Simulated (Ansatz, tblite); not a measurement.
# CrO3: which spin state is lowest

Is the singlet the ground state of CrO3? Other spin states are computed and compared level by level.

Computed with Ansatz 0.2.0, Gaussian basis. Level: as each input shows.

Levels to be run: triplet, at the geometry of the singlet (GFN1-xTB, GFN2-xTB, PBE0-D4/def2-TZVP, PBE-D4/def2-TZVP, r2SCAN-D4/def2-TZVP); the singlet's energies come from earlier runs.

## (1) The relaxed structure

The singlet was relaxed beforehand with PBE0-D4/def2-TZVP.

4 atoms, charge 0, spin multiplicity 1.

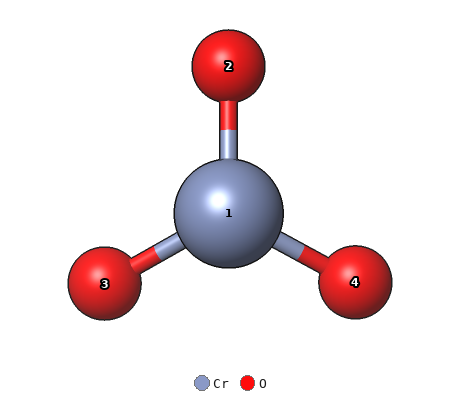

The structure; chromium light blue, oxygen red; atoms are numbered from 1 in the order of the file.

Formally the metal is d0. No spin-orbit coupling is included.

## (2) Triplet at the fixed geometry, GFN1-xTB

Tight binding, by tblite at 300 K electronic temperature and without a spin-polarisation term:

```python
tblite.interface.Calculator('GFN1-xTB', numbers, positions, charge=0, uhf=2).singlepoint()
```

Energy -428.0899 eV; 0.002 s.

## (3) Triplet at the fixed geometry, GFN2-xTB

Tight binding, by tblite at 300 K electronic temperature and without a spin-polarisation term:

```python
tblite.interface.Calculator('GFN2-xTB', numbers, positions, charge=0, uhf=2).singlepoint()
```

Energy -383.2229 eV; 0.003 s.

## (4) Triplet at the fixed geometry, PBE0-D4/def2-TZVP

Input file in.yaml:

```yaml
crystal:
  periodic: [false, false, false]
  atoms:
    - {symbol: Cr, position_ang: [-0.002291, 0.001881, 0.258190]}
    - {symbol: O, position_ang: [1.525068, -0.027338, -0.072341]}
    - {symbol: O, position_ang: [-0.738166, 1.332834, -0.102329]}
    - {symbol: O, position_ang: [-0.784601, -1.307377, -0.083520]}
basis:
  gaussian: {orbitals: def2-TZVP}
magnetization: {spin_polarized: true, initial_magnetization: 2}
hamiltonian: {xc: pbe0, dispersion: d4}
scf: {omitted_lower_state_checks: [starts]}
output: {orbitals: {seedname: orbitals}}
```

Command:

```bash
$ ansatz run in.yaml --threads 2 --pin off --events-out ev --progress --plain --max-ram 4352MiB
```

Log:

```text
Functional definition: PBE0
  name "PBE0"
  cite "Adamo & Barone, J. Chem. Phys. 110, 6158 (1999) doi:10.1063/1.478522"
  cite "Perdew, Burke & Ernzerhof, Phys. Rev. Lett. 77, 3865 (1996) doi:10.1103/PhysRevLett.77.3865"
  parent pbe
  parameter a = 0.25
  parameter kappa = 0.804
  parameter beta = 0.06672455060314922
  exchange = (1 - a)*pbe_x(kappa = kappa, mu = beta*pi^2/3) + a*exact_x
  correlation = pbe_c(beta = beta)
these checks for a lower state are left out or cut short: starts
942 factors; their error is unknown
mean field evaluation 1: about -34541.1458 eV, gradient 5.7e1 eV
mean field evaluation 2: about -34340.7115 eV, gradient 3.0e2 eV
mean field evaluation 4: about -34550.1118 eV, gradient 8.9e0 eV
mean field evaluation 8: about -34550.3465 eV, gradient 1.1e-1 eV
mean field evaluation 16: about -34550.5022 eV, gradient 3.4e-3 eV
mean field evaluation 32: about -34550.5022 eV, gradient 6.1e-5 eV
mean field -34550.50224125 eV, -1269.7075381942 hartree, gradient 6.3e-6 eV, S^2 2.040464; 0 other end points of the search recorded, 0 dependent functions left out
reference -34550.50227516 eV, -1269.7075394405 hartree; 25, 23 occupied and 113, 115 virtual orbitals, 942 factors
Total energy: -34550.57466443 eV, -1269.7101996973 hartree
Checks for a lower state left out: starts
```

Run time: 12 s. Hardware: 2 threads of Arm Neoverse V2, shared host.

From the report: HOMO -8.53 eV, LUMO -6.89 eV (over both spins); ⟨S²⟩ 2.040 (pure: 2.00).

## (5) Triplet at the fixed geometry, PBE-D4/def2-TZVP

start.molden holds the orbitals of an earlier run on this state, given as this run's starting guess.

Changes to in.yaml since step 4:

```diff
@@ -8,5 +8,5 @@
 basis:
-  gaussian: {orbitals: def2-TZVP}
+  gaussian: {orbitals: def2-TZVP, initial_orbitals: start.molden}
 magnetization: {spin_polarized: true, initial_magnetization: 2}
-hamiltonian: {xc: pbe0, dispersion: d4}
+hamiltonian: {xc: pbe, dispersion: d4}
 scf: {omitted_lower_state_checks: [starts]}
```

Same command.

Log:

```text
Functional definition: PBE
  name "PBE"
  cite "Perdew, Burke & Ernzerhof, Phys. Rev. Lett. 77, 3865 (1996) doi:10.1103/PhysRevLett.77.3865"
  parent pbe
  parameter kappa = 0.804
  parameter beta = 0.06672455060314922
  exchange = pbe_x(kappa = kappa, mu = beta*pi^2/3)
  correlation = pbe_c(beta = beta)
these checks for a lower state are left out or cut short: starts
882 factors; their error is unknown
mean field evaluation 1: about -34552.6468 eV, gradient 8.3e0 eV
mean field evaluation 2: about -34552.9004 eV, gradient 3.7e-1 eV
mean field evaluation 4: about -34552.8942 eV, gradient 8.6e-2 eV
mean field evaluation 8: about -34552.8942 eV, gradient 2.6e-5 eV
mean field -34552.89419395 eV, -1269.7954408349 hartree, gradient 2.6e-5 eV, S^2 2.008034; 0 other end points of the search recorded, 0 dependent functions left out
reference -34552.89424857 eV, -1269.7954428421 hartree; 25, 23 occupied and 113, 115 virtual orbitals, 882 factors
Total energy: -34552.98166507 eV, -1269.7986553392 hartree
Checks for a lower state left out: starts
```

Run time: 3.2 s. Hardware: 2 threads of Arm Neoverse V2, shared host.

Report: HOMO -6.32 eV, LUMO -7.86 eV (over both spins; with the spin held, an empty level of the minority spin lies below the top filled one); ⟨S²⟩ 2.008 (pure: 2.00).

## (6) Triplet at the fixed geometry, r2SCAN-D4/def2-TZVP

Changes to in.yaml since step 5:

```diff
@@ -10,3 +10,3 @@
 magnetization: {spin_polarized: true, initial_magnetization: 2}
-hamiltonian: {xc: pbe, dispersion: d4}
+hamiltonian: {xc: r2scan, dispersion: d4}
 scf: {omitted_lower_state_checks: [starts]}
```

Launched as before.

Log:

```text
Functional definition: r2SCAN
  name "r2SCAN"
  cite "Furness, Kaplan, Ning, Perdew & Sun, J. Phys. Chem. Lett. 11, 8208 (2020) doi:10.1021/acs.jpclett.0c02405"
  cite "Furness, Kaplan, Ning, Perdew & Sun, J. Phys. Chem. Lett. 11, 9248 (2020) doi:10.1021/acs.jpclett.0c03077"
  parent r2scan
  parameter k0 = 0.174
  parameter k1 = 0.065
  parameter a1 = 4.9479
  exchange = r2scan_x(k0 = k0, k1 = k1, a1 = a1)
  correlation = r2scan_c
these checks for a lower state are left out or cut short: starts
882 factors; their error is unknown
mean field evaluation 1: about -34560.8057 eV, gradient 4.9e0 eV
mean field evaluation 2: about -34560.9133 eV, gradient 1.7e-1 eV
mean field evaluation 4: about -34560.9056 eV, gradient 9.9e-4 eV
mean field evaluation 8: about -34560.9056 eV, gradient 2.0e-5 eV
mean field -34560.90563810 eV, -1270.0898559770 hartree, gradient 3.1e-5 eV, S^2 2.020024; 0 other end points of the search recorded, 0 dependent functions left out
reference -34560.90565593 eV, -1270.0898566323 hartree; 25, 23 occupied and 113, 115 virtual orbitals, 882 factors
Total energy: -34560.92449141 eV, -1270.0905488234 hartree
Checks for a lower state left out: starts
```

It took 8.5 s on 2 threads of Arm Neoverse V2, shared host.

HOMO -6.92 eV, LUMO -7.78 eV (over both spins; with the spin held, an empty level of the minority spin lies below the top filled one); ⟨S²⟩ 2.020 (pure: 2.00).

## (7) Triplet less singlet, vertical

The singlet's energies are those of its earlier runs, whose logs aren't repeated here.

```
              level  triplet less singlet, vertical (kJ/mol)     time
           GFN1-xTB                                   +150.3  0.005 s
           GFN2-xTB                                    +54.4  0.006 s
   PBE-D4/def2-TZVP                                   +145.5    5.1 s
r2SCAN-D4/def2-TZVP                                   +133.3     12 s
  PBE0-D4/def2-TZVP                                   +115.3     14 s
```

Times add the two runs; a level without a time comes out of a correlated run. Tight binding without a spin term can't rank spin states.

## (8) Results

| quantity | value |
| --- | --- |
| triplet less singlet, vertical, functionals in def2-TZVP | +115.3 (PBE0-D4) to +145.5 kJ/mol (PBE-D4) |

In words: All functionals put the triplet above the singlet, over a spread of 30.2 kJ/mol. The checks for a lower triplet were left out, so another state of that spin may lie lower. The singlet here is a closed shell; an open-shell singlet can lie lower. These are electronic energies, without zero-point motion, entropy or surroundings.
